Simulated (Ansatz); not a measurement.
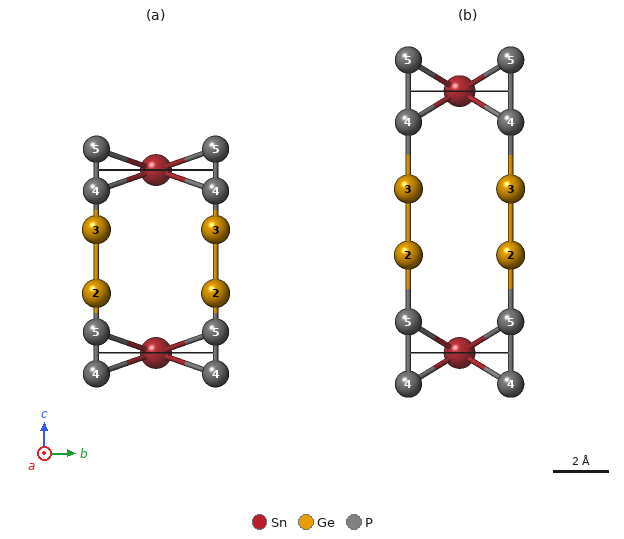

The structure of solid SnGe₂P₂ (a generated structure, set up in P4/mmm) (coarse preliminary run) before (left) and after (right) a relaxation, at one scale.

The picture is a ball-and-stick view of the cell of the calculation, seen along the a axis.

Theory: Ansatz 0.2.0, DFT PBE, scalar-relativistic, plane waves, PAW.

Input file:
```yaml
crystal:
  lattice:
    - [4.36182326, 0.0, 0.0]
    - [0.0, 4.36182326, 0.0]
    - [0.0, 0.0, 6.69533978]
  atoms:
    - { symbol: Sn, position: [0.5, 0.5, 0.0] }
    - { symbol: Ge, position: [0.0, 0.0, 0.32559706] }
    - { symbol: Ge, position: [0.0, 0.0, 0.67440294] }
    - { symbol: P, position: [0.0, 0.0, 0.8857167] }
    - { symbol: P, position: [0.0, 0.0, 0.1142833] }
basis:
  ecutwfc: 420
kpoints:
  mp_grid: { grid: [4, 4, 4] }
hamiltonian:
  xc: pbe
scf:
  occupations: { method: gaussian, width: 0.1 }
  lower_state_search: "off"
output:
  forces: true
  stress: true
  eigenvalues: true
relax:
  adjacent_minimum: "off"
  f_tol: 0.04
  max_steps: 70
  cell: { stress_tol: 0.4 }
```

Run as
```bash
ansatz run input.yaml --threads 1 --pin off --max-ram 2560MiB --backend cpu --events-out ev --progress --plain --runs-dir out
```

**What changed between the two?**

The largest moves relative to the cell, 0.46 Å, are those of Ge2 and Ge3. Ge3 goes along −c. By element the largest moves are Ge 0.46 Å, P 0.05 Å. Sn stays in place. The drawn cell changes as follows: a = b 4.362 → 3.744 Å (−14.2 %), c 6.695 → 9.584 Å (+43.1 %); the volume changes by +5.5 %. Among the contacts that change: Ge2–P5 1.415 → 2.440 Å, P4–P5 1.530 → 2.282 Å, Sn1–P4 3.178 → 2.883 Å, Ge2–Ge3 2.335 → 2.421 Å. The space group stays P4/mmm (No. 123). The energy falls by 7786 meV per atom in 16 accepted moves (19 points after the start). The largest force component goes from 66 to 0.034 eV/Å. Pressure: 96.80 GPa at the start and 0.01 GPa at the end. The line search rejected the trial step at point 12 of the run. The SCF was repeated twice at an unchanged geometry on a basis and grid sized afresh for the cell, which shifted the energy by 94.3 meV per atom at most. The run took 86 s on 1 thread of Arm Neoverse V2 (shared host), peak memory 0.42 GiB.
